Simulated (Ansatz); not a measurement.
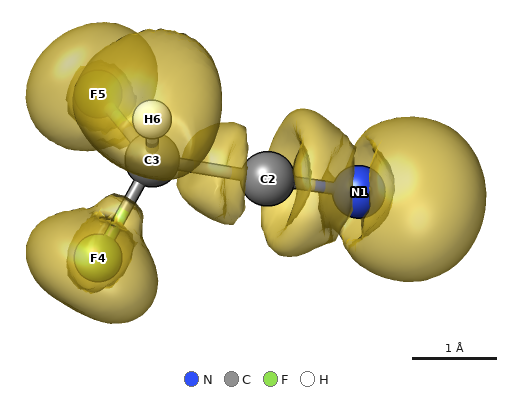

The picture shows: C₂HF₂N. Isosurface of the ELF at 0.75 (yellow), seen at an oblique angle. Core shells and regions of very low density are left out.

Geometry: PBE0-D4/def2-TZVP.

These are results of RKS PBE0-D4/def2-TZVPP (Ansatz), not measurements.

```yaml
atoms:
  - { symbol: N, position_ang: [1.1357, -1.7404, 0.6084] }
  - { symbol: C, position_ang: [0.5350, -0.8218, 0.2751] }
  - { symbol: C, position_ang: [-0.2367, 0.3810, -0.0912] }
  - { symbol: F, position_ang: [-1.4205, 0.0163, -0.6144] }
  - { symbol: F, position_ang: [0.4416, 1.0903, -1.0105] }
  - { symbol: H, position_ang: [-0.4130, 1.0105, 0.7865] }
```

### What do the ELF domains correspond to?

The ELF exceeds this value in one region between bonded C–C atoms (shared pairs), one region around a hydrogen nucleus, two regions on F in which the atom's valence shell and bonds are merged and one region on N in which the atom's valence shell and bonds are merged. Profiles from the grid: C–N (1.15 Å): the ELF peaks at about 0.85 between the atoms (a multiple bond). C–F (1.34 Å): the ELF peaks at about 0.85 between the atoms (a shared but strongly polarised pair).
